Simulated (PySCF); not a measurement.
Boron monoxide dimer, B2O2, SMILES O=BB=O at its B3LYP/def2-SVP optimised geometry (Å):

```
4

O      2.0253     0.0005     0.0000
B      0.8246     0.0005     0.0000
B     -0.8246     0.0000     0.0001
O     -2.0253    -0.0005     0.0003
```

Method: B3LYP/def2-TZVP (PySCF). Cells within 0.4 Å of a nucleus heavier than hydrogen are left out (blank, or x).

Map of the log10 of the electron density (e/bohr³), floored at −4 on the plane z = 0.0 Å:

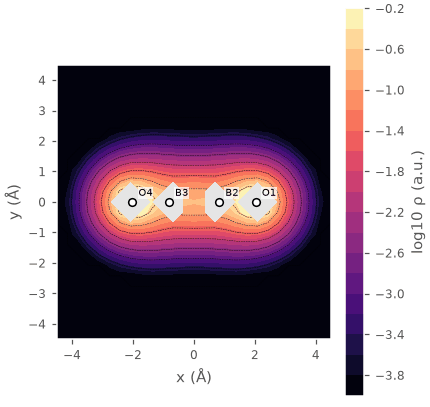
Figure. Log10 of the electron density (e/bohr³), floored at −4 on the plane z = 0.0 Å.
